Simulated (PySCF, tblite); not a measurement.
**C3H5Cl2NSi: geometry, infrared bands and NMR shifts**

What infrared bands and NMR shifts should C3H5Cl2NSi (`[H]/N=C\C(=C)[SiH](Cl)Cl`) show?

Computed with tblite 0.8.0 and PySCF 2.14.0, with density-fitted response routines of our own, on a single molecule in the gas phase. Atoms count from 0, in the outputs and in this text.

## Step 1: The starting structure

12 atoms, charge 0, multiplicity 1; geometry from: force field or distance geometry start.

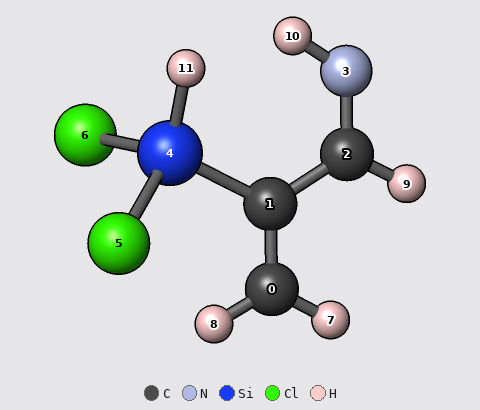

As it starts; carbon dark grey, nitrogen light blue, silicon blue, chlorine green, hydrogen pink, atoms numbered.

## Step 2: Relaxing the molecule with GFN2-xTB

The job: settings as JSON, then the geometry in Å.

```
{"job": {"kind": "relax", "xc": "GFN2-xTB", "basis": "xTB"}, "charge": 0, "multiplicity": 1}
C      0.006700     1.680000    -0.209400
C     -0.203700     0.393100    -0.018200
C     -1.552100    -0.078200     0.208500
N     -1.772000    -1.331000     0.394000
Si     1.260500    -0.735400    -0.006700
Cl     2.816500     0.401900     0.815400
Cl     1.687900    -1.246500    -1.996700
H     -0.840600     2.356800    -0.203700
H      1.022800     1.996800    -0.363200
H     -2.420500     0.582900     0.212700
H     -1.011100    -2.053200     0.415300
H      1.006800    -1.967800     0.725900
```

On the command line:

```sh
$ OMP_NUM_THREADS=1 python probes_run.py task.json out
```

One launch serves the whole session: the jobs run in the order shown.

What it wrote:

```text
step      E/eV     max force
  0    -618.44429    3.018
  1    -618.60826    2.328
  2    -618.73659    1.078
  3    -618.79286    0.514
  4    -618.81706    0.396
  5    -618.83094    0.331
  6    -618.84386    0.404
  7    -618.85473    0.354
  8    -618.86446    0.324
  9    -618.87213    0.366
 10    -618.87836    0.296
 11    -618.88235    0.178
 12    -618.88536    0.153
 13    -618.88806    0.191
 14    -618.89023    0.174
 15    -618.89189    0.117
 16    -618.89327    0.121
 17    -618.89471    0.104
 18    -618.89606    0.105
 19    -618.89687    0.066
 20    -618.89725    0.044
 21    -618.89749    0.044
 22    -618.89773    0.038
 23    -618.89796    0.040
 24    -618.89818    0.049
 25    -618.89837    0.041
 26    -618.89855    0.036
 27    -618.89869    0.036
 28    -618.89880    0.025
 29    -618.89891    0.031
 30    -618.89907    0.038
 31    -618.89928    0.043
 32    -618.89952    0.056
 33    -618.89978    0.055
 34    -618.90016    0.076
 35    -618.90079    0.106
 36    -618.90180    0.117
 37    -618.90308    0.120
 38    -618.90444    0.107
 39    -618.90573    0.115
 40    -618.90733    0.126
 41    -618.90984    0.161
 42    -618.91265    0.154
 43    -618.91453    0.112
 44    -618.91562    0.102
 45    -618.91337    0.311
 46    -618.91738    0.136
 47    -618.91832    0.118
 48    -618.92355    0.089
 49    -618.92397    0.074
 50    -618.92439    0.036
 51    -618.92449    0.034
 52    -618.92473    0.040
 53    -618.92491    0.041
 54    -618.92509    0.029
 55    -618.92517    0.022
 56    -618.92520    0.017
 57    -618.92523    0.015
 58    -618.92526    0.014
 59    -618.92528    0.011
 60    -618.92529    0.012
 61    -618.92531    0.014
 62    -618.92535    0.023
 63    -618.92541    0.029
 64    -618.92549    0.026
 65    -618.92560    0.039
 66    -618.92574    0.048
 67    -618.92595    0.049
 68    -618.92623    0.053
 69    -618.92653    0.049
 70    -618.92674    0.041
 71    -618.92684    0.028
 72    -618.92691    0.026
 73    -618.92699    0.026
 74    -618.92709    0.042
 75    -618.92721    0.052
 76    -618.92736    0.051
 77    -618.92751    0.035
 78    -618.92764    0.029
 79    -618.92770    0.027
 80    -618.92774    0.026
 81    -618.92779    0.023
 82    -618.92785    0.025
 83    -618.92793    0.016
 84    -618.92795    0.010
 85    -618.92796    0.009
```

It took 1.1 s on 1 thread of Arm Neoverse N1, shared host; peak memory 0.18 GiB.

Relaxation path: (not every step is listed)

| step | energy from step 0 (eV) | largest force (eV/Å) |
| --- | --- | --- |
| 0 | 0.0000 | 3.0176 |
| 1 | -0.1640 | 2.3276 |
| 2 | -0.2923 | 1.0778 |
| 3 | -0.3486 | 0.5142 |
| 4 | -0.3728 | 0.3960 |
| 5 | -0.3867 | 0.3306 |
| 6 | -0.3996 | 0.4037 |
| 7 | -0.4104 | 0.3544 |
| 8 | -0.4202 | 0.3237 |
| 15 | -0.4476 | 0.1174 |
| 22 | -0.4534 | 0.0377 |
| 29 | -0.4546 | 0.0311 |
| 36 | -0.4575 | 0.1168 |
| 43 | -0.4702 | 0.1122 |
| 50 | -0.4801 | 0.0362 |
| 57 | -0.4809 | 0.0146 |
| 64 | -0.4812 | 0.0262 |
| 71 | -0.4825 | 0.0281 |
| 78 | -0.4833 | 0.0287 |
| 80 | -0.4834 | 0.0265 |
| 81 | -0.4835 | 0.0227 |
| 82 | -0.4836 | 0.0246 |
| 83 | -0.4836 | 0.0155 |
| 84 | -0.4837 | 0.0102 |
| 85 | -0.4837 | 0.0091 |

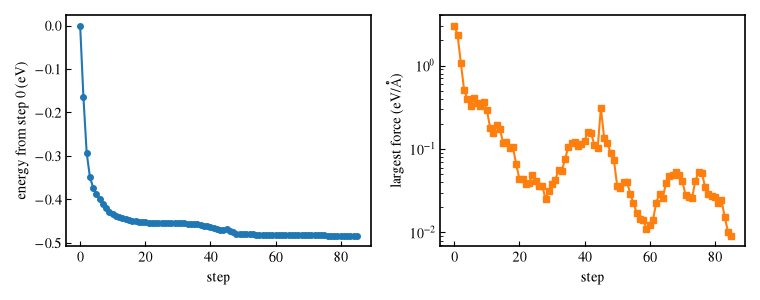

Energy and largest force along the relaxation.

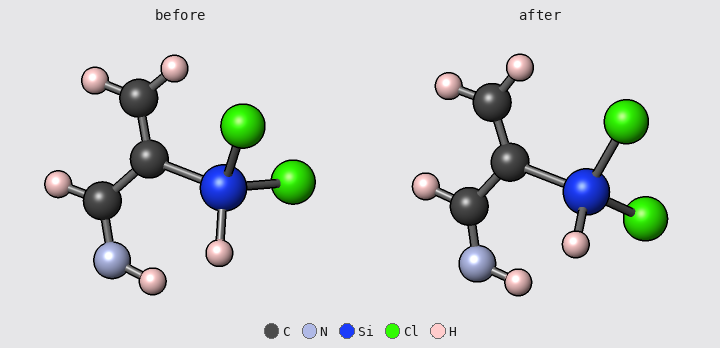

Before and after, at one scale.

Distances of close pairs at the start and the end, largest changes first:

| bond | before (Å) | after (Å) | change (Å) |
| --- | --- | --- | --- |
| Si4–Cl5 | 2.095 | 2.018 | -0.077 |
| Si4–Cl6 | 2.099 | 2.021 | -0.077 |
| C1–Si4 | 1.849 | 1.900 | +0.051 |
| N3–H10 | 1.049 | 1.019 | -0.031 |
| C2–N3 | 1.285 | 1.256 | -0.029 |
| C1–C2 | 1.446 | 1.470 | +0.023 |
| C0–C1 | 1.318 | 1.336 | +0.018 |
| C0–H7 | 1.084 | 1.080 | -0.005 |

The next job starts from the end point, and lists it.

## Step 3: Infrared spectrum with GFN2-xTB

The job: settings as JSON, then the geometry in Å.

```
{"job": {"kind": "ir", "xc": "GFN2-xTB", "basis": "xTB"}, "charge": 0, "multiplicity": 1}
C     -0.044587     1.750904    -0.006459
C     -0.169554     0.421502     0.030519
C     -1.521350    -0.154381     0.063087
N     -1.868201    -1.362010     0.073084
Si     1.335023    -0.738452     0.042903
Cl     3.013644     0.374104     0.174120
Cl     1.382560    -1.811622    -1.669390
H     -0.907322     2.400048    -0.012509
H      0.916045     2.237547    -0.033247
H     -2.333351     0.569889     0.080973
H     -1.108714    -2.040548     0.047653
H      1.307006    -1.647666     1.183240
```

What it wrote:

```text
mode    cm-1     km/mol
  1      33.8      2.40
  2      84.4      0.27
  3      96.6      1.49
  4     136.6      5.26
  5     154.9      9.70
  6     200.0      6.58
  7     348.4      0.93
  8     377.7     14.44
  9     449.3     27.99
 10     519.5     55.72
 11     550.3     23.06
 12     591.1     18.60
 13     633.3     19.53
 14     650.0    257.81
 15     674.3    202.66
 16     811.7     21.84
 17     930.6     20.01
 18     939.8     29.15
 19    1068.6     38.32
 20    1146.6     34.64
 21    1225.0     93.48
 22    1338.3     42.64
 23    1410.0     22.77
 24    1626.7     21.27
 25    1704.8    139.18
 26    2268.5    153.52
 27    2985.0     55.12
 28    3078.3     23.55
 29    3116.9     22.84
 30    3323.2     27.67
```

It took 0.79 s on 1 thread of Arm Neoverse N1, shared host; peak memory 0.18 GiB.

Which atoms move in the most intense modes:

| cm⁻¹ | km/mol | atoms |
| --- | --- | --- |
| 520 | 55.7 | Si4 56 %, Cl6 18 %, Cl5 14 % |
| 650 | 257.8 | H11 68 % |
| 674 | 202.7 | H11 71 %, Si4 15 % |
| 1225 | 93.5 | C1 38 %, H10 15 %, H9 15 %, C2 14 % |
| 1338 | 42.6 | H9 59 %, H10 17 % |
| 1705 | 139.2 | C2 57 %, N3 39 % |
| 2268 | 153.5 | H11 97 % |
| 2985 | 55.1 | H9 93 % |

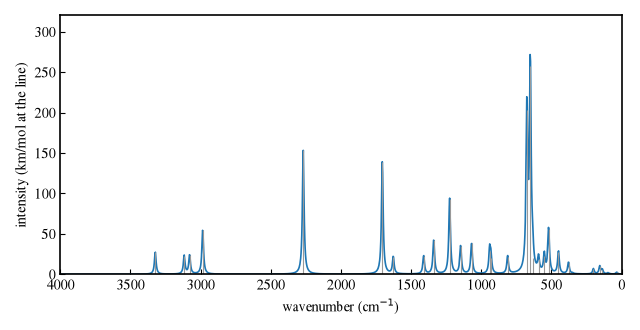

The infrared spectrum from these modes, unscaled. Lines are broadened to a width of 14 cm⁻¹ (Lorentzian).

## Step 4: Shielding tensors: PBE0/pcSseg-1

The job, as its differences from that of step 3:

```diff
@@ -1,2 +1,2 @@
-{"job": {"kind": "ir", "xc": "GFN2-xTB", "basis": "xTB"}, "charge": 0, "multiplicity": 1}
+{"job": {"kind": "nmr", "xc": "PBE0", "basis": "pcSseg-1"}, "charge": 0, "multiplicity": 1}
 C     -0.044587     1.750904    -0.006459
```

With the program's defaults for keys left out, this is: GIAO PBE0/pcSseg-1 NMR shielding, non-relativistic, gas phase.

What it wrote:

```text
coarse grid: 12296 points
cycle   1  E = -1381.2406051325  dE =  8.958e-01  |g| = 4.770e-01  |ddm| = 3.347e+00
cycle   2  E = -1381.1969592281  dE =  4.365e-02  |g| = 6.625e-01  |ddm| = 1.365e+00
cycle   3  E = -1381.2955043023  dE = -9.855e-02  |g| = 1.325e-01  |ddm| = 8.526e-01
cycle   4  E = -1381.2993006770  dE = -3.796e-03  |g| = 4.136e-02  |ddm| = 1.495e-01
cycle   5  E = -1381.2996952437  dE = -3.946e-04  |g| = 7.537e-03  |ddm| = 5.199e-02
cycle   6  E = -1381.2997077978  dE = -1.255e-05  |g| = 3.986e-03  |ddm| = 1.224e-02
cycle   7  E = -1381.2997115178  dE = -3.720e-06  |g| = 1.226e-03  |ddm| = 4.301e-03
final grid: 106896 points
cycle   8  E = -1381.3354638373  dE = -3.147e-05  |g| = 6.722e-03  |ddm| = 2.564e-02
cycle   9  E = -1381.3354610285  dE =  2.809e-06  |g| = 7.079e-03  |ddm| = 1.366e-02
cycle  10  E = -1381.3354730063  dE = -1.198e-05  |g| = 1.676e-03  |ddm| = 8.014e-03
cycle  11  E = -1381.3354736599  dE = -6.536e-07  |g| = 4.125e-04  |ddm| = 1.667e-03
cycle  12  E = -1381.3354737043  dE = -4.440e-08  |g| = 7.196e-05  |ddm| = 4.500e-04
cycle  13  E = -1381.3354737051  dE = -8.486e-10  |g| = 4.576e-05  |ddm| = 1.083e-04
cycle  14  E = -1381.3354737055  dE = -4.270e-10  |g| = 9.326e-06  |ddm| = 4.667e-05
converged SCF energy = -1381.3354737055

GIAO shielding tensors (ppm)
atom      isotropic    diamagn.    paramagn.     s11        s22        s33       span
  0 C       36.886     253.182    -216.296    -80.684     26.114    165.229    245.913
  1 C       35.402     265.513    -230.110    -63.044     26.238    143.013    206.057
  2 C       13.010     248.610    -235.600    -93.140     26.082    106.089    199.229
  3 N      -97.061     324.288    -421.350   -411.481   -105.082    225.380    636.861
  4 Si     345.303     878.067    -532.763    304.192    350.472    381.246     77.055
  5 Cl     925.546    1148.331    -222.785    798.790    948.043   1029.805    231.015
  6 Cl     879.471    1148.451    -268.981    774.197    902.011    962.203    188.006
  7 H       25.152      30.839      -5.687     22.282     25.059     28.117      5.835
  8 H       25.119      31.201      -6.082     21.090     23.389     30.878      9.788
  9 H       23.566      29.728      -6.162     21.392     22.781     26.525      5.133
 10 H       20.881      35.059     -14.178      9.906     23.924     28.814     18.908
 11 H       25.594      28.238      -2.645     21.579     24.074     31.128      9.549
```

It took 39 s on 1 thread of Arm Neoverse N1, shared host; peak memory 0.74 GiB.

The references, computed at this level on geometries of the same kind, shield at (ppm): 1H TMS 31.72, 13C TMS 186.9, 29Si TMS 349.2, 15N NH3 267.7, 35Cl HCl 950. Their shielding less the atom's gives the shift. The references are single molecules in the gas phase, so shifts against H2O, NH3, PH3, H3PO4 or CFCl3 are not on the usual liquid scales and can be off by tens of ppm. Atoms listed in one row are averaged.

| atoms | environment | σ (ppm) | δ (ppm) |
| --- | --- | --- | --- |
| C2 | carbon bonded to C, N, H | 13.0 | 173.9 |
| C1 | carbon bonded to 2 C, Si | 35.4 | 151.5 |
| C0 | carbon bonded to C, 2 H | 36.9 | 150.0 |
| H10 | hydrogen on a nitrogen bonded to C | 20.88 | 10.84 |
| H9 | hydrogen on a carbon bonded to C, N | 23.57 | 8.15 |
| H8 | hydrogen on a carbon bonded to C | 25.12 | 6.60 |
| H7 | hydrogen on a carbon bonded to C | 25.15 | 6.56 |
| H11 | hydrogen on a silicon bonded to C, 2 Cl | 25.59 | 6.12 |
| N3 | nitrogen bonded to C, H | -97.1 | 364.8 |
| Si4 | silicon bonded to C, 2 Cl, H | 345.3 | 3.9 |
| Cl5, Cl6 | chlorine bonded to Si | 903 | 47 |

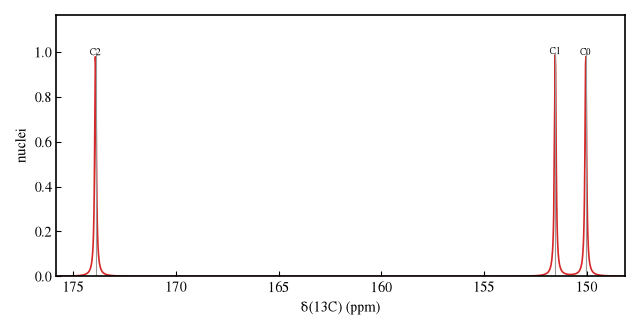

13C lines at the computed shifts, without couplings. Lines are broadened to a width of 0.10 ppm (Lorentzian).

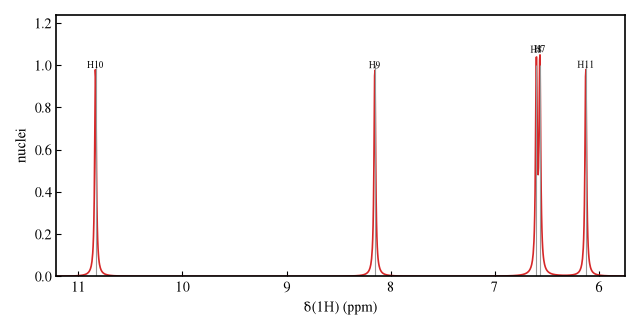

1H lines at the computed shifts, without couplings. Lines are broadened to a width of 0.02 ppm (Lorentzian).

Charges from the same density, by scheme (e):

| atoms | Mulliken | IAO | Hirshfeld | ESP fit |
| --- | --- | --- | --- | --- |
| C0 | -0.05 | -0.24 | -0.06 | -0.38 |
| C1 | -0.56 | -0.32 | -0.10 | -0.04 |
| C2 | 0.14 | 0.04 | 0.04 | 0.35 |
| N3 | -0.34 | -0.42 | -0.22 | -0.73 |
| Si4 | 0.87 | 0.93 | 0.35 | 0.18 |
| Cl5, Cl6 | -0.28 | -0.29 | -0.10 | -0.11 |

Hirshfeld charges:

| atom | value (e) |
| --- | --- |
| C0 | -0.06 |
| C1 | -0.10 |
| C2 | 0.04 |
| N3 | -0.22 |
| Si4 | 0.35 |
| Cl5 | -0.09 |
| Cl6 | -0.10 |
| H7 | 0.06 |
| H8 | 0.05 |
| H9 | 0.05 |
| H10 | 0.09 |
| H11 | -0.07 |

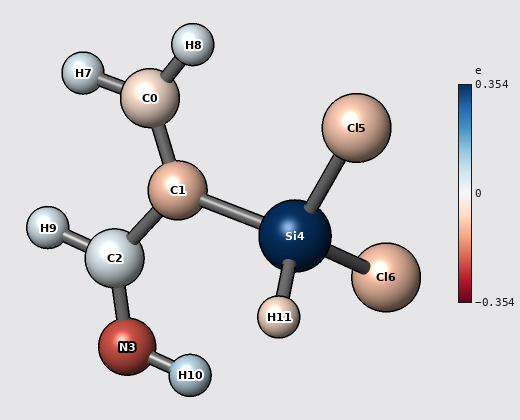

Hirshfeld charges, as colours on the atoms.

Mayer bond orders: C0–C1 1.91, C1–C2 1.01, C2–N3 2.02, C1–Si4 0.82, Si4–Cl5 1.01, Si4–Cl6 1.03.

## Step 5: Summary of results

| quantity | value |
| --- | --- |
| strongest single infrared mode (GFN2-xTB) | 650 cm⁻¹, 258 km/mol |
| zero-point energy (GFN2-xTB) | 46.4 kcal/mol |
| 13C shifts against TMS (PBE0/pcSseg-1) | 173.9, 151.5, 150.0 ppm |
| 1H shifts against TMS (PBE0/pcSseg-1) | 10.84, 8.15, 6.60, 6.56, 6.12 ppm |
| 15N shifts against NH3 (PBE0/pcSseg-1) | 364.8 ppm |
| 29Si shifts against TMS (PBE0/pcSseg-1) | 3.9 ppm |
| 35Cl shifts against HCl (PBE0/pcSseg-1, means over atoms taken as alike) | 47 ppm |

Relaxing lowered the energy by 0.484 eV in 85 steps; the close pair that moved most is Si4–Cl5, from 2.095 to 2.018 Å. No mode is imaginary among the 30: a minimum at this level. The strongest single mode, at 650 cm⁻¹, moves mainly H11. Unscaled tight-binding wavenumbers are off by several per cent, some by more. Its intensities can rank the bands wrongly. At PBE0/pcSseg-1: The largest span, 637 ppm, is at N3, where the paramagnetic term is -421 ppm.
